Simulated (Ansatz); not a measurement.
Reaction (SMILES): [CH2]F (CH2-F) → [CH2-]F (an electron is taken up)
B3LYP-D3(BJ)/def2-TZVP geometries, fixed; electronic energies without zero-point terms; positive where energy is released.

Basis-set convergence of the adiabatic electron affinity at PBE with Ansatz (a program for electronic structure). Cartesian d functions, on some or all atoms, in 6-31G*, 6-31G**; all else is spherical. The program fits the integrals of some runs and decomposes those of others, by size. Open shells are unrestricted. No added dispersion term, no relativity. Functions are those of the species that has most. Reference: the value in aug-pcseg-3, 0.200 eV, itself unsure by roughly 0.057 eV (its mean distance from aug-cc-pVQZ, def2-QZVPPD). Deviations are taken from unrounded values.

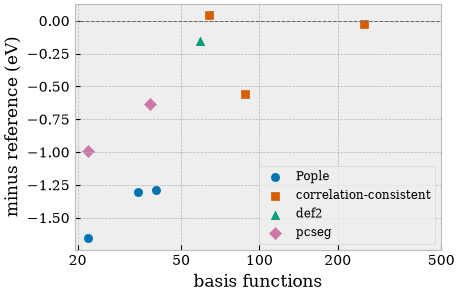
Deviation from the reference against the number of basis functions, by family of sets.

| basis | functions | adiabatic electron affinity (eV) | minus reference (eV) |
|---|---|---|---|
| 3-21G | 22 | -1.457 | -1.657 |
| pcseg-0 | 22 | -0.794 | -0.993 |
| 6-31G* | 34 | -1.105 | -1.305 |
| pcseg-1 | 38 | -0.438 | -0.637 |
| 6-31G** | 40 | -1.090 | -1.290 |
| def2-SVPD | 59 | 0.049 | -0.151 |
| aug-cc-pVDZ | 64 | 0.245 | 0.045 |
| cc-pVTZ | 88 | -0.357 | -0.557 |
| aug-cc-pVQZ | 252 | 0.179 | -0.021 |
